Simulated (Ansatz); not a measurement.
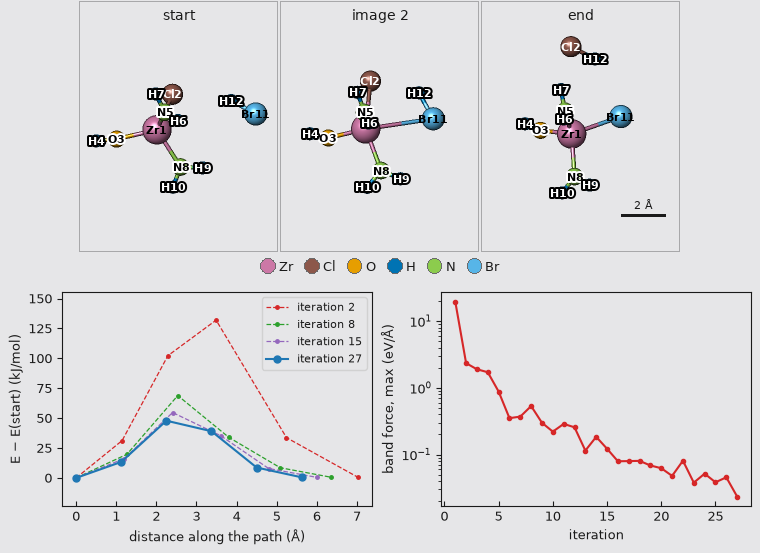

NEB run on ZrN₂H₆OBrCl, made up at the start of ZrN2H5OCl and HBr. Images are numbered from 0 (start) to 5 (end). The plot follows the band through its iterations. A ball-and-stick model, seen at a tilt.

Level of theory: Ansatz 0.2.0, RHF/def2-SVP. Set-up: 4 movable images; no climbing image; force threshold 0.03 eV/Å; iteration limit 60; starting path through a guess of the saddle point.

Q: Did the band converge, and can the barrier be trusted?

A: The run is converged, with reservations. The band converged in 27 iterations. The largest component of the band force went from 20 to 0.023 eV/Å. No image climbed, so the highest image needn't lie on the saddle point, and the true maximum along this path can be higher. The first iteration put the highest image at 354.6 kJ/mol. Forward barrier 47.9 kJ/mol, backward barrier 47.3 kJ/mol, with image 2 at the top; the reaction energy is +0.5 kJ/mol.

Limits of the set-up: the start holds two separate molecules, 2.7 Å apart at their closest, whose relative position is a soft coordinate and is computed without a dispersion correction; Hartree-Fock leaves out electron correlation.

Cost: 4.3 min on 4 threads of Arm Neoverse V2, with other jobs on the host, peak memory 0.48 GiB.
